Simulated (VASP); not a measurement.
Here is the system:

```yaml
crystal:
  lattice:
    - [0.00000, 1.92249, 1.92249]
    - [1.92249, 0.00000, 1.92249]
    - [1.92249, 1.92249, 0.00000]
  atoms:
    - { symbol: Ir, position: [0.00000, 0.00000, 0.00000] }
```

These are vdW-DF-cx, VASP's PBE PAW potentials (set 64) (plane waves; VASP) values and carry that method's errors. Numerical set-up: 520 eV cut-off, 18×18×18 Γ-centred mesh, tetrahedra with Blöchl corrections, potentials Ir.

Unless said otherwise, spin-orbit coupling is left out, though it shifts the bands of the heavy elements here.

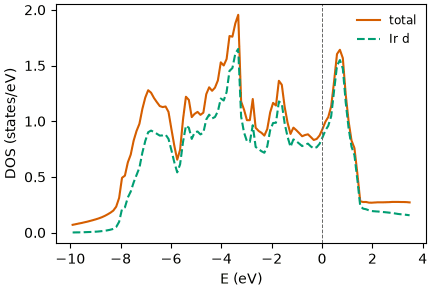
Figure. Total and projected density of states, zero at the Fermi level

Within 2 eV below the Fermi level the largest weight inside VASP's projection spheres is Ir d.

It has no gap at this level: it comes out as a metal or semimetal.

The compound is Ir in the fcc structure. It was relaxed first.
